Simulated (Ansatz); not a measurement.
# SiH (SMILES [SiH]) at 6 levels

We compute a comparison of 6 runs (UHF/3-21G, UHF/6-311G**, UHSE06/3-21G, USVWN5/3-21G, U-r2SCAN/6-311G**, U-wB97M-V/6-311G**) of SiH. 

The calculation is run with Ansatz 0.2.0.

66 further runs of the same task are left out: 2 that didn't finish, 64 set aside as unsound or not needed.

### 1 Starting point

SiH has 2 atoms, charge 0, and is taken as a doublet. As SMILES, `[SiH]`. The H2–Si1 distance was set to 1.896 Å, away from the relaxed value.

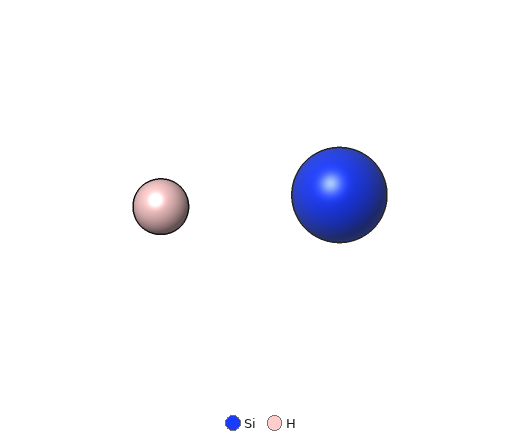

The structure, seen from a chosen angle (silicon blue, hydrogen pink).

### 2 A single-point energy at UHF/3-21G (run 1)

Contents of in.yaml:

```yaml
crystal:
  periodic: [false, false, false]
  atoms:
    - {symbol: Si, position_ang: [0.000000, 0.000000, -0.379140]}
    - {symbol: H, position_ang: [0.000000, 0.000000, 1.516560]}
basis:
  gaussian: {orbitals: 3-21G.json}
magnetization: {spin_polarized: true, initial_magnetization: 1}
hamiltonian: {xc: hf}
accuracy: high
```

The basis set 3-21G is read from a file made from the Basis Set Exchange's data (not shown).

Run with:

```
$ ansatz run in.yaml --threads 1 --pin off --max-ram 2610MiB --events-out events.jsonl --progress --plain --runs-dir runs
```

Standard output:

```text
Warning: RAYON_NUM_THREADS=1 ignored (pool sized by the plan → 1); use --threads N
Functional definition: HF
  name "HF"
  exchange = exact_x
  correlation = 0
283 factors; integrals over basis functions are off by at most 2.9e-9 eV
mean field evaluation 1: about -7833.5640 eV, gradient 3.8e0 eV
mean field evaluation 2: about -7833.5644 eV, gradient 3.8e0 eV
mean field evaluation 4: about -7833.7757 eV, gradient 4.2e-1 eV
mean field evaluation 8: about -7833.7914 eV, gradient 2.0e-2 eV
mean field evaluation 16: about -7832.8464 eV, gradient 3.8e0 eV
mean field evaluation 32: about -7827.8668 eV, gradient 9.6e0 eV
mean field evaluation 64: about -7833.7792 eV, gradient 2.7e-1 eV
mean field -7833.79120222 eV, -287.8865167470 hartree, gradient 1.7e-8 eV, S^2 0.772582; 1 other end points of the search recorded, 0 dependent functions left out
reference -7833.79120222 eV, -287.8865167470 hartree; 8, 7 occupied and 7, 8 virtual orbitals, 283 factors
Total energy: -7833.79120222 eV, -287.8865167470 hartree
```

Run time: 0.1 s. Hardware: 1 thread of Arm Neoverse V2, shared host.

### 3 A single-point energy at UHF/6-311G(d,p) (run 2)

Contents of in.yaml:

```yaml
crystal:
  periodic: [false, false, false]
  atoms:
    - symbol: Si
      position_ang: [0.000000, 0.000000, -0.379140]
    - symbol: H
      position_ang: [0.000000, 0.000000, 1.516560]
basis:
  gaussian:
    orbitals: 6-311G_st__st_-spherical.json
accuracy: high
magnetization:
  spin_polarized: true
  initial_magnetization: 1
hamiltonian:
  xc: hf
```

The basis set 6-311G** is read from a file made from the Basis Set Exchange's data (not shown).

Run with:

```
$ ansatz run in.yaml --threads 1 --pin off --max-ram 2610MiB --events-out events.jsonl --progress --plain --runs-dir runs
```

Standard output:

```text
Warning: RAYON_NUM_THREADS=1 ignored (pool sized by the plan → 1); use --threads N
Functional definition: HF
  name "HF"
  exchange = exact_x
  correlation = 0
450 factors; integrals over basis functions are off by at most 3.9e-9 eV
mean field evaluation 1: about -7874.6848 eV, gradient 5.3e0 eV
mean field evaluation 2: about -7874.6857 eV, gradient 5.3e0 eV
mean field evaluation 4: about -7875.0916 eV, gradient 6.9e-1 eV
mean field evaluation 8: about -7875.1008 eV, gradient 9.5e-3 eV
mean field evaluation 16: about -7868.6511 eV, gradient 1.2e1 eV
mean field evaluation 32: about -7868.6512 eV, gradient 1.2e1 eV
mean field evaluation 64: about -7874.6847 eV, gradient 5.3e0 eV
mean field -7875.10077651 eV, -289.4046156018 hartree, gradient 2.0e-8 eV, S^2 0.762589; 0 other end points of the search recorded, 0 dependent functions left out
reference -7875.10077651 eV, -289.4046156018 hartree; 8, 7 occupied and 24, 25 virtual orbitals, 450 factors
Total energy: -7875.10077651 eV, -289.4046156018 hartree
```

Wall time 0.2 s (1 thread of Arm Neoverse V2, shared host).

Runs 3 to 5 aren't shown in full; the table further down has their settings and results.

### 4 The energy at U-wB97M-V/6-311G(d,p) (run 6)

Contents of input.yaml:

```yaml
crystal:
  periodic: [false, false, false]
  atoms:
    - {symbol: Si, position_ang: [0.000000, 0.000000, -0.379140]}
    - {symbol: H, position_ang: [0.000000, 0.000000, 1.516560]}
basis:
  gaussian:
    orbitals: 6-311G_st__st_-spherical.json
magnetization:
  spin_polarized: true
  initial_magnetization: 1
hamiltonian:
  xc: {name: wB97M-V}
accuracy: high
```

The basis set 6-311G** is read from a file made from the Basis Set Exchange's data (not shown).

Run with:

```
$ ansatz run input.yaml --threads 1 --pin off --max-ram 2610MiB --events-out events.jsonl --progress --plain --runs-dir runs
```

Standard output, shortened:

```text
Warning: RAYON_NUM_THREADS=1 ignored (pool sized by the plan → 1); use --threads N
Functional definition: wB97M-V
  name "wB97M-V"
[...]
  gx(w, u) = 1 - cx + cx01*u + cx10*w
  gss(w, u) = css00 + css04*u^4 + css10*w + css20*w^2 + css43*w^4*u^3
  gos(w, u) = cos00 + cos10*w + (cos20 + cos21*u)*w^2 + (cos60 + cos61*u)*w^6
[...]
      + integral(e_c_pw_mod_opposite_spin*gos(b97_w_opposite, b97_u_opposite)) + vv10(b, c)
450 factors; integrals over basis functions are off by at most 3.9e-9 eV
142 factors; integrals over basis functions are off by at most 1.4e-9 eV
[...]
mean field -7889.72013815 eV, -289.9418672327 hartree, gradient 2.8e-8 eV, S^2 0.752403; 0 other end points of the search recorded, 0 dependent functions left out
reference -7889.72014091 eV, -289.9418673342 hartree; 8, 7 occupied and 24, 25 virtual orbitals, 450 factors
Total energy: -7889.72014091 eV, -289.9418673342 hartree
```

Wall time 7.8 s (1 thread of Arm Neoverse V2, shared host); peak memory 0.28 GiB.

### 5 The series

```tsv
run	level	energy (Eh)	⟨S²⟩	wall time
1	UHF/3-21G	-287.886517	0.773	0.1 s
2	UHF/6-311G**	-289.404616	0.763	0.2 s
3	UHSE06/3-21G	-288.303144	0.752	1.1 s
4	USVWN5/3-21G	-287.261480	0.752	0.74 s
5	U-r2SCAN/6-311G**	-289.933117	0.757	3.3 s
6	U-wB97M-V/6-311G**	-289.941867	0.752	7.8 s
```

### 6 Results

```
           quantity          value
run 6: total energy  -289.94187 Eh
        run 6: ⟨S²⟩          0.752
```

What this shows: Totals of different functionals can't be ranked against each other. All runs together took 13 s, the longest 7.8 s.
